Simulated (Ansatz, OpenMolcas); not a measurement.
# Exact exchange and the HOMO–LUMO gap of AlI (iodoaluminum)

AlI has 2 atoms, charge 0, and is taken as a singlet. As SMILES, `[Al][I]`. Geometry: the measured bond length.

The HOMO–LUMO gap y, in eV, basis def2-TZVPPD with a core potential; a is the functional's share of exact exchange. Programs: Ansatz 0.2.0, OpenMolcas 26.06.

| functional | program | a | y (eV) |
| --- | --- | --- | --- |
| TPSS | OpenMolcas | 0 | 3.37 |
| revPBE | Ansatz | 0 | 3.24 |
| B3LYP | Ansatz | 0.2 | 4.50 |
| r2SCAN0 | Ansatz | 0.25 | ? |
| PBE0 | Ansatz | 0.25 | 4.81 |
| BHLYP | Ansatz | 0.5 | 6.36 |

Task: Fit y = c + s·a to the known rows and predict r2SCAN0.

Result: 
1. Means of the 5 rows: a = 0.1900, y = 4.456.
2. Σ(Δa)² = 0.172, Σ(Δa·Δy) = 1.0493, so the slope is 1.0493/0.172 = 6.1006.
3. Intercept: 4.456 − (6.1006) × 0.1900 = 3.297. The largest residual of the fit is 0.073.
4. r2SCAN0: 3.297 + (6.1006) × 0.25 = 4.82 eV.

The run gave 4.98 eV, so the prediction is off by -0.16 eV, more than the scatter of the fit. Exact exchange lowers occupied levels and raises empty ones. The rows mix families of semi-local functionals, which the line can't see.

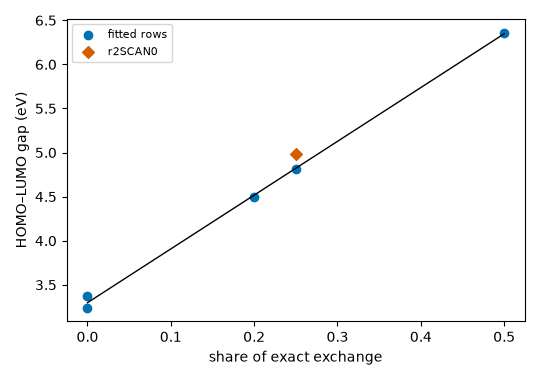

The fitted line, with the withheld row.
